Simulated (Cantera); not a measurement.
Feed: 1 mol CHF3, a varied amount of HCl, at 2548.15 K and 0.0870 bar.

Equilibrium computed with Cantera from the NASA thermochemical tables; the gas is ideal and each condensed phase is pure. Candidate condensed phases: C, C6H6, C7H8, C8H18; 118 gas species. Gases not in the tables: C2F6 and larger saturated fluorocarbons. The numbers say what is thermodynamically allowed, not how fast it happens.

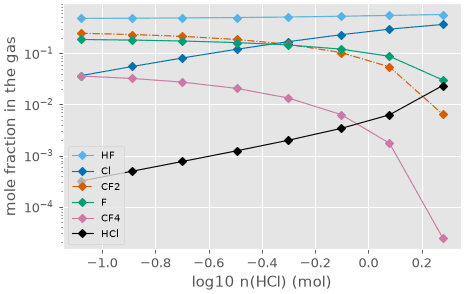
Fig. 1. Equilibrium gas composition (values under 1e-9 drawn at 1e-9)

Question: Read off the mole fractions at 0.5 mol HCl.

Answer: HF about 0.51, Cl about 0.17, CF2 about 0.15, F about 0.15, CF4 about 0.013, HCl about 0.0020.
